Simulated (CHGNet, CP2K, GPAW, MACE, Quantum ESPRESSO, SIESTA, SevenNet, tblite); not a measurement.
## GPAW on GaN(111) slab, H on both faces (54 atoms): settings against a plane-wave reference

Wanted: GPAW inputs and outputs for GaN(111) slab, H on both faces (54 atoms), checked against a plane-wave reference.

Calculated with GPAW 26.7.0; the method is named at each step.

## Step 1: Set-up

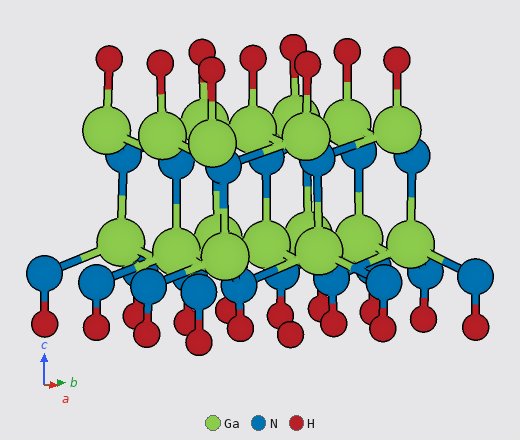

Start, viewed from the side, with the c axis up; gallium green, nitrogen blue, hydrogen red. Bonds to atoms that aren't drawn are left out. Some periodic images of atoms are drawn too.

The cell holds 54 atoms: 18 Ga, 18 N and 18 H. Its edges and angles: a = 9.546 Å, b = 9.546 Å, c = 17.828 Å, α = 90.0°, β = 90.0°, γ = 120.0°. It derives from GaN (zinc-blende). Zinc-blende GaN (a = 4.5 Å), (111) slab of 4 atomic planes, 3 x 3 surface cells, H on the broken bonds of both faces, 12 Å of vacuum; displaced by a Gaussian of 0.02 Å. Then every atom was moved at random, 0.02 Å r.m.s. a Cartesian component (hydrogen 0.6 of that). Regions: slab, 36 atoms (18 Ga and 18 N); hydrogen, 18 atoms (18 H). Vacuum lies along c.

The yardstick, on the same geometry:

| Item | Value |
| --- | --- |
| method | Kohn-Sham DFT, PBE, SSSP efficiency 1.3.0 pseudopotentials, plane waves (Quantum ESPRESSO 7.5); sssp-pbe-1.3.0-efficiency, cutoffs 70/560 Ry, Γ point |
| r.m.s. force component | 1.159 eV/Å |
| longest force | 4.334 eV/Å |
| gap (highest filled to lowest empty level) | 1.524 eV |
| time | 27 min on 1 thread of Arm Neoverse V2, shared host |
| CPU time | 27 min |

## Step 2: PBE, LCAO dzp, h 0.18 Å

Method: Kohn-Sham DFT, PBE, PAW, atomic orbitals (dzp).

run.py reads:

```python
import numpy as np
from ase.io import read
from gpaw import GPAW, FermiDirac

atoms = read("structure.xyz")
atoms.calc = GPAW(
    mode="lcao",
    basis="dzp",
    h=0.18,
    xc="PBE",
    kpts={"size": (1, 1, 1), "gamma": True},
    occupations=FermiDirac(0.05),
    maxiter=200,
    symmetry={"point_group": False},
    txt="gpaw.txt",
)
energy = atoms.get_potential_energy(force_consistent=True)
forces = atoms.get_forces()
print(f"energy {energy:.6f} eV")
print("forces (eV/A)")
for i, (a, f) in enumerate(zip(atoms, forces)):
    print(f"{i:4d} {a.symbol:2s} {f[0]:10.5f} {f[1]:10.5f} {f[2]:10.5f}")
print(f"Fermi level {atoms.calc.get_fermi_level():.4f} eV")
for k in range(len(atoms.calc.get_ibz_k_points())):
    for s in range(atoms.calc.get_number_of_spins()):
        e = atoms.calc.get_eigenvalues(kpt=k, spin=s)
        n = np.searchsorted(e, atoms.calc.get_fermi_level())
        print(f"k {k} spin {s} levels about the Fermi level:", np.round(e[max(n - 6, 0):n], 4).tolist(), "|", np.round(e[n:n + 6], 4).tolist())
```

structure.xyz reads:

```xyz
54
Lattice="9.54594 0.00000 0.00000 -4.77297 8.26703 0.00000 0.00000 0.00000 17.82760" Properties=species:S:1:pos:R:3 pbc="T T T"
Ga 0.00215 7.33608 7.69386
N 0.00816 5.52494 6.98806
Ga -1.58615 6.46482 10.25354
N 0.03818 7.31814 9.59963
Ga 1.61675 4.56712 7.67193
N 1.58854 2.78053 7.04351
Ga 0.01141 3.73232 10.27993
N 1.55666 4.58506 9.58465
Ga 3.15909 7.35146 7.69831
N 3.17541 5.49766 6.99198
Ga 1.62887 6.44787 10.30364
N 3.19250 7.37411 9.63849
Ga 3.19025 1.87215 7.62451
N -1.55680 8.26166 6.98307
Ga 1.56740 0.85258 10.22752
N 3.26127 1.83958 9.60801
Ga 4.75345 4.60813 7.66373
N 4.75770 2.74036 6.94332
Ga 3.14486 3.66701 10.26549
N 4.78872 4.55282 9.69608
Ga -3.18992 7.36320 7.62219
N -3.18414 5.52089 7.02907
Ga 4.77560 6.42853 10.28617
N -3.22567 7.32624 9.64990
Ga 6.37468 1.80618 7.65909
N 6.38805 0.01190 7.02764
Ga 4.77770 0.94368 10.24659
N 6.34824 1.77477 9.63314
Ga -1.56324 4.64128 7.67567
N -1.49451 2.78797 7.00250
Ga 6.40638 3.68726 10.25283
N -1.61107 4.59019 9.62263
Ga -0.03995 1.78940 7.69724
N 9.50103 0.00868 7.04262
Ga 7.93941 0.91706 10.21397
N -0.04181 1.85512 9.60925
H -0.03632 5.51684 6.02965
H -1.60186 6.41001 11.81845
H 1.60811 2.72068 5.99756
H -0.01919 3.68114 11.82326
H 3.19966 5.54048 5.99507
H 1.57274 6.47201 11.86052
H 3.18142 0.00504 6.00113
H 1.57088 0.91285 11.79100
H 4.79058 2.76077 6.00006
H 3.20829 3.65320 11.82772
H 6.33960 5.50295 6.01824
H 4.75560 6.43043 11.81292
H 1.55432 8.25934 5.98152
H 4.74734 0.90598 11.82861
H 7.96470 2.73201 6.00166
H 6.39177 3.72330 11.83111
H 9.50714 0.01149 5.93784
H 7.95096 0.89375 11.81560
```

The run is started by

```console
$ OMP_NUM_THREADS=1 python run.py > output.txt
```

The log of the run:

```text
energy -253.044615 eV
forces (eV/A)
   0 Ga    0.33319    0.16185    0.64944
   1 N     0.66590   -0.04095    2.76435
   2 Ga    0.10109   -0.48191    1.88052
   3 N    -0.46137    0.46969   -1.41293
   4 Ga   -0.84782    0.97991    0.79311
   5 N    -0.51195   -1.52870   -1.88077
   6 Ga   -0.74577   -1.10010    1.54261
   7 N     1.10730    0.98406   -1.53087
   8 Ga    0.11349   -0.88631    1.23737
   9 N     0.10517    0.75899    0.52122
  10 Ga   -0.34840   -0.54438    1.51207
  11 N     0.17956   -1.06192   -2.62792
  12 Ga   -0.04636   -0.80760    2.10869
  13 N    -0.62568    0.23023    1.50846
  14 Ga    0.44026    2.13252    1.85273
  15 N    -2.43568   -0.07492   -2.84498
  16 Ga    0.46861   -0.83661    2.23941
  17 N     0.99219    0.52152    4.05925
  18 Ga    0.25396   -0.14206    1.85909
  19 N    -0.61286    0.83103   -3.59130
  20 Ga    0.24705    0.18553    2.18732
  21 N    -0.14185   -0.07319   -0.33309
  22 Ga   -0.65273   -0.75551    1.43325
  23 N     0.91837   -0.34164   -3.91480
[...]
46 H     0.04287   -0.04281   -1.42646
  47 H    -0.03490    0.01627    1.27309
  48 H     0.15563   -0.01746    0.13755
  49 H     0.01710   -0.05846    0.37357
  50 H     0.04699    0.03849   -1.62135
  51 H     0.05687   -0.10868    0.43859
  52 H    -0.10803    0.04067    1.82371
  53 H    -0.00374    0.03177    0.14415
Fermi level -0.4120 eV
k 0 spin 0 levels about the Fermi level: [-1.6444, -1.5616, -1.5415, -1.4745, -1.4231, -1.3943] | [0.5393, 2.3052, 2.4154, 2.4755, 2.4992, 2.6064]
```

gpaw.txt:

```text
Input parameters:
  mode=LCAO(),
  basis={'default': 'dzp'},
  h=0.18,
  kpts=MonkhorstPack(size=(1, 1, 1), gamma=True),
  maxiter=200,
  occupations=Occupations(name='fermi-dirac', width=0.05, fixmagmom=False),
  symmetry=Symmetry(point_group=False),
  xc=XC(name='PBE')
Unit cell  # Å
| periodic |         x |        y |         z |   lengths |     angles |
|----------|-----------|----------|-----------|-----------|------------|
|      yes |  9.545940 | 0.000000 |  0.000000 |  9.545940 |  90.000000 |
|      yes | -4.772970 | 8.267030 |  0.000000 |  9.545943 |  90.000000 |
|      yes |  0.000000 | 0.000000 | 17.827600 | 17.827600 | 119.999990 |
Number of symmetries: 1
Symmetry operations  # r_c * U_cc + t_c -> r_c
|   | kind |            matrix            |
|---|------|------------------------------|
| 0 |  E   |  1, 0, 0,  0, 1, 0,  0, 0, 1 |
BZ-sampling:
  Number of BZ points: 1
  Number of IBZ points: 1
  Monkhorst-Pack size: [1, 1, 1]
  Monkhorst-Pack shift: [0, 0, 0]
[... lines left out ...]
eigensolver:
density mixing:
  MSR1-Mixer
occupation numbers:
  Fermi-Dirac:
    width: 0.0500  # eV
FastPoissonSolver using
    Stencil: 8*3+1=25 point O(h^6) finite-difference Laplacian
xc functional:
  name: PBE with 2 nearest neighbor stencil
interpolation: tri-quintic # 5. degree polynomial
Initialization done in: 5.659 s
convergence criteria:
- Maximum [total energy] change in last 3 cyles: 0.0005 eV / valence electron
- Maximum integral of absolute [dens]ity change: 0.0001 electrons / valence electron
- Maximum integral of absolute [eigenst]ate change: 4e-08 eV^2 / valence electron
maximum number of iterations: 200
SCF iterations
|iter     |      energy | eigst |  dens |
|---------|-------------|-------|-------|
|iter:   1| -282.922075 |      c|       |
|iter:   2| -275.318337 |      c| -0.61 |
|iter:   3| -253.442333 |      c| -0.66 |
|iter:   4| -253.230071 |      c| -1.32 |
|iter:   5| -253.167367 |      c| -1.61 |
|iter:   6| -253.044994 |      c| -1.91 |
|iter:   7| -253.044873 |      c| -2.63 |
|iter:   8| -253.044653c|      c| -3.03 |
|iter:   9| -253.044618c|      c| -3.41 |
|iter:  10| -253.044615c|      c| -4.05c|
Converged in 10 steps
SCF loop duration: 54.577 s (5.458 s/step)
Energy contributions relative to reference atoms: (reference = -978819.897518)
Energy contributions:
  Kinetic:         936.264609
  Coulomb:        -841.587444
  Zero:             10.593441
  External:          0.000000
  Xc:             -358.315221
  Entropy:          -0.000000
  Spinorbit:         0.000000
  ----------------------------
  Free energy:    -253.044615
  Extrapolated:   -253.044615
dipole moment: (4.924386, -23.278763, -3.779221)  # |e|*Ang
Fermi level: -0.412
Eigenvalues  # (at kpt = [0.000, 0.000, 0.000])
| band index |      eig [eV] | occ [0-2] |
|------------|---------------|-----------|
|          0 |       -18.791 |     2.000 |
|        ... |               |           |
|         73 |        -1.763 |     2.000 |
|         74 |        -1.697 |     2.000 |
[...]
|         88 |         2.731 |     0.000 |
|        ... |               |           |
|        101 |         4.829 |     0.000 |
Gap: 1.934 eV
Transition (v -> c):
  (s=0, k=0, n=80, [0.00, 0.00, 0.00]) -> (s=0, k=0, n=81, [0.00, 0.00, 0.00])
No difference between direct/indirect transitions
Force computation time: 11.940  # s
timing:  # [seconds]
  Total:  72.198  # ━━━━━━━━━━━━━━━━━━━━━━━━━━━━━━━━━━━━━━━━━━━━━━━━━━━━━━━━━
  Init:    5.659  # ━━━━╸
  SCF:    54.577  # ━━━━━━━━━━━━━━━━━━━━━━━━━━━━━━━━━━━━━━━━━━━
  Forces: 11.940  # ━━━━━━━━━╸
```

Wall time 73 s (1 thread of Arm Neoverse V2, shared host); peak memory 1.1 GiB.

Banners, paths, timers and routine set-up lines are dropped from the logs unmarked, and long logs keep their key lines alone; longer cuts are marked.

Against the reference:

```
r.m.s. force component                           : 1.365 eV/Å
r.m.s. difference of force components            : 310.2 meV/Å
longest difference of force vectors              : 885.7 meV/Å
force difference over r.m.s. force               : 26.76 %
slope of forces against the reference's          : 1.157
correlation of force components                  : 0.9829
gap (highest filled to lowest empty level) : 1.934 eV
gap difference                                   : 0.4097 eV
```

This run lies far from the reference in forces at the same functional. Basis and potentials both differ; the latter hold 162 valence electrons against the reference's 342.

Length of the force difference by element (eV/Å):

```tsv
element	atoms	mean	most
Ga	18	0.42	0.78
H	18	0.67	0.89
N	18	0.41	0.72
```

Levels nearest the highest filled one (eV from it): -0.25, -0.17, -0.15, -0.08, -0.03, 0.00, 1.93, 3.70, 3.81, 3.87, 3.89, 4.00.

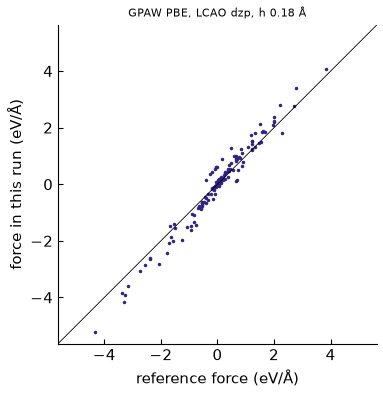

Force components against those of the reference; the line marks equality.

A closer look about H45, which bears the longest force: 11 atoms, nearest first, numbered in the order of the input, with positions taken from that point.

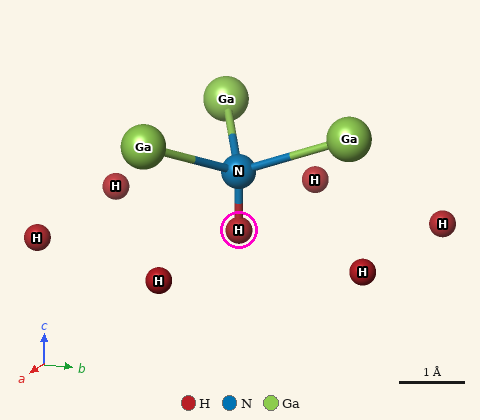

The atoms of the table, within 3.2 Å (arrows a, b, c point along x, y, z); some may hide others; the central atom is ringed.

```tsv
atom	x	y	z	distance (Å)	Fx	Fy	Fz (eV/Å)
H45	0.00	0.00	0.00	0.00	0.13	0.10	-5.22
N18	-0.03	-0.02	0.94	0.94	0.99	0.52	4.06
Ga13	-1.60	-0.89	1.62	2.45	-0.05	-0.81	2.11
Ga25	1.58	-0.95	1.66	2.48	0.16	1.76	1.46
Ga17	-0.04	1.85	1.66	2.49	0.47	-0.84	2.24
H47	1.55	2.74	0.02	3.15	0.04	-0.04	-1.43
H49	1.54	-2.77	-0.02	3.17	0.16	-0.02	0.14
H51	3.17	-0.03	0.00	3.17	0.05	0.04	-1.62
H39	-3.18	-0.04	0.00	3.18	-0.12	0.19	0.10
H43	-1.61	-2.76	0.00	3.19	0.05	-0.06	-2.83
H41	-1.59	2.78	0.00	3.20	-0.04	-0.01	-1.95
```

Atoms are counted from 1 here, from 0 in the log.

Forces lie 27 % from the reference's, at 0.045 times its CPU time.

## Step 3: PBE, plane waves 500 eV

Method: Kohn-Sham DFT, PBE, PAW, plane waves.

Edit run.py of step 2 so:

```diff
@@ -2,3 +2,4 @@
 from ase.io import read
-from gpaw import GPAW, FermiDirac
+from gpaw import GPAW, FermiDirac, PW
+from ase.parallel import parprint as print
 
@@ -6,5 +7,3 @@
 atoms.calc = GPAW(
-    mode="lcao",
-    basis="dzp",
-    h=0.18,
+    mode=PW(500),
     xc="PBE",
@@ -14,2 +13,3 @@
     symmetry={"point_group": False},
+    nbands=206,
     txt="gpaw.txt",
```

structure.xyz is that of step 2.

The run is started by

```console
$ OMP_NUM_THREADS=1 mpirun -np 2 gpaw python run.py > output.txt
```

The log of the run:

```text
energy -260.192001 eV
forces (eV/A)
   0 Ga    0.31806    0.14439    0.72919
   1 N     0.59823   -0.00520    2.52215
   2 Ga    0.08997   -0.48102    1.60614
   3 N    -0.41598    0.49531   -1.40225
   4 Ga   -0.80916    0.89475    0.85943
   5 N    -0.35787   -1.33744   -1.97724
[...]
51 H     0.05644   -0.11656    0.25994
  52 H    -0.10748    0.02872    2.23109
  53 H     0.00541    0.02283   -0.00185
Fermi level -0.6941 eV
k 0 spin 0 levels about the Fermi level: [-1.7431, -1.6699, -1.6427, -1.5664, -1.5293, -1.48] | [0.0677, 1.8319, 1.9054, 1.9913, 2.0281, 2.0576]
```

gpaw.txt:

```text
Input parameters:
  mode=PW(ecut=500.0),
  kpts=MonkhorstPack(size=(1, 1, 1), gamma=True),
  maxiter=200,
  nbands=206,
  occupations=Occupations(name='fermi-dirac', width=0.05, fixmagmom=False),
[... lines left out ...]
  Converge bands: occupied
[... lines left out ...]
  Fermi-Dirac:
[... lines left out ...]
convergence criteria:
- Maximum [total energy] change in last 3 cyles: 0.0005 eV / valence electron
[... lines left out ...]
Converged in 13 steps
[... lines left out ...]
  Free energy:    -260.192001
[... lines left out ...]
Fermi level: -0.694
[... lines left out ...]
|        ... |               |           |
|         73 |        -1.857 |     2.000 |
|         74 |        -1.798 |     2.000 |
[...]
|         88 |         2.226 |     0.000 |
|        ... |               |           |
|        205 |        11.259 |     0.000 |
Gap: 1.548 eV
Transition (v -> c):
  (s=0, k=0, n=80, [0.00, 0.00, 0.00]) -> (s=0, k=0, n=81, [0.00, 0.00, 0.00])
No difference between direct/indirect transitions
Force computation time: 2.412  # s
```

The job ended after 71 s (2 MPI ranks; peak memory 1.2 GiB).

Compared with the plane-wave run:

```yaml
r_m_s_force_component: 1.258 eV/Å
r_m_s_difference_of_force_components: 193.7 meV/Å
longest_difference_of_force_vectors: 588 meV/Å
force_difference_over_r_m_s_force: 16.71 %
slope_of_forces_against_the_reference_s: 1.075
correlation_of_force_components: 0.9905
spacing_of_highest_filled_and_lowest_empty_level: 1.548 eV
gap_difference: 0.0238 eV
```

Against the first run (27 %), the force difference from the reference is 17 %, at 1.9 times the CPU time (on 2 against 1 cores).

## Step 4: PBE, LCAO dzp, h 0.18 Å, other mixer settings

Method: Kohn-Sham DFT, PBE, PAW, atomic orbitals (dzp).

Edit run.py of step 3 so:

```diff
@@ -2,4 +2,3 @@
 from ase.io import read
-from gpaw import GPAW, FermiDirac, PW
-from ase.parallel import parprint as print
+from gpaw import GPAW, FermiDirac, Mixer
 
@@ -7,3 +6,5 @@
 atoms.calc = GPAW(
-    mode=PW(500),
+    mode="lcao",
+    basis="dzp",
+    h=0.18,
     xc="PBE",
@@ -11,5 +12,5 @@
     occupations=FermiDirac(0.05),
+    mixer=Mixer(0.03, 7, 100),
     maxiter=200,
     symmetry={"point_group": False},
-    nbands=206,
     txt="gpaw.txt",
```

structure.xyz is that of step 3.

The run is started by

```console
$ OMP_NUM_THREADS=1 python run.py > output.txt
```

The log of the run:

```text
energy -253.044618 eV
forces (eV/A)
   0 Ga    0.33249    0.16207    0.65039
   1 N     0.66595   -0.04025    2.77403
   2 Ga    0.10059   -0.48186    1.88188
   3 N    -0.46200    0.47244   -1.40198
   4 Ga   -0.84713    0.97934    0.79392
   5 N    -0.51168   -1.52950   -1.86792
   6 Ga   -0.74539   -1.10010    1.54428
   7 N     1.10811    0.98175   -1.52104
   8 Ga    0.11429   -0.88594    1.23887
   9 N     0.10656    0.75775    0.53139
  10 Ga   -0.34815   -0.54451    1.51388
  11 N     0.18098   -1.05936   -2.61706
[...]
49 H     0.01728   -0.05841    0.37261
  50 H     0.04683    0.03849   -1.62059
  51 H     0.05685   -0.10899    0.43734
  52 H    -0.10795    0.04064    1.82428
  53 H    -0.00378    0.03170    0.14357
Fermi level -0.4114 eV
k 0 spin 0 levels about the Fermi level: [-1.6435, -1.5607, -1.5406, -1.4737, -1.4224, -1.3935] | [0.5398, 2.3057, 2.4159, 2.476, 2.4997, 2.6069]
```

gpaw.txt:

```text
Input parameters:
  mode=LCAO(),
  basis={'default': 'dzp'},
  h=0.18,
  kpts=MonkhorstPack(size=(1, 1, 1), gamma=True),
  maxiter=200,
  mixer=Pulay(name='pulay', nmaxold=7, beta=0.03, weight=100, sigma=0.015, g_ss=None),
  occupations=Occupations(name='fermi-dirac', width=0.05, fixmagmom=False),
[... lines left out ...]
  Fermi-Dirac:
[... lines left out ...]
convergence criteria:
- Maximum [total energy] change in last 3 cyles: 0.0005 eV / valence electron
[... lines left out ...]
Converged in 15 steps
[... lines left out ...]
  Free energy:    -253.044618
[... lines left out ...]
Fermi level: -0.411
[... lines left out ...]
|          0 |       -18.790 |     2.000 |
|        ... |               |           |
|         73 |        -1.762 |     2.000 |
|         74 |        -1.697 |     2.000 |
[...]
|         88 |         2.731 |     0.000 |
|        ... |               |           |
|        101 |         4.830 |     0.000 |
Gap: 1.933 eV
Transition (v -> c):
  (s=0, k=0, n=80, [0.00, 0.00, 0.00]) -> (s=0, k=0, n=81, [0.00, 0.00, 0.00])
No difference between direct/indirect transitions
Force computation time: 11.836  # s
timing:  # [seconds]
  Total:  100.277  # ━━━━━━━━━━━━━━━━━━━━━━━━━━━━━━━━━━━━━━━━━━━━━━━━━━━━━━━━
  Init:     5.571  # ━━━
  SCF:     82.852  # ━━━━━━━━━━━━━━━━━━━━━━━━━━━━━━━━━━━━━━━━━━━━━━╸
  Forces:  11.836  # ━━━━━━╸
```

Wall time 1.7 min (1 thread); peak memory 0.97 GiB.

Compared with the plane-wave run:

| Item | Value |
| --- | --- |
| r.m.s. force component | 1.364 eV/Å |
| r.m.s. difference of force components | 309.3 meV/Å |
| longest difference of force vectors | 885.7 meV/Å |
| force difference over r.m.s. force | 26.68 % |
| slope of forces against the reference's | 1.156 |
| correlation of force components | 0.9829 |
| gap (highest filled to lowest empty level) | 1.933 eV |
| gap difference | 0.4094 eV |
| energy less the same-level run's | -0.0001 meV/atom |
| r.m.s. force difference from the same-level run | 3.816 meV/Å |

This run lies far from the reference in forces at the same functional. Basis and potentials both differ; the latter hold 162 valence electrons against the reference's 342.

Against the first run (27 %), the force difference from the reference is 27 %, at 1.4 times the CPU time (15 SCF steps against 10): another solver or mixer reaches the same state.

[end of part 1 of 2]

[Also dropped from logs without a mark: logging warnings of Python, and SIESTA's first energy breakdown and zero terms.]

[Logs are printed without paths, hosts, clocks, repeated set-up lines and the standing remarks that a program may print on its own settings, such as how far it seeks lower states.]

[Hosts, paths, dates, database ids (printed as entryN), source tags and the programs' standing remarks are cut or masked in the printed files.]
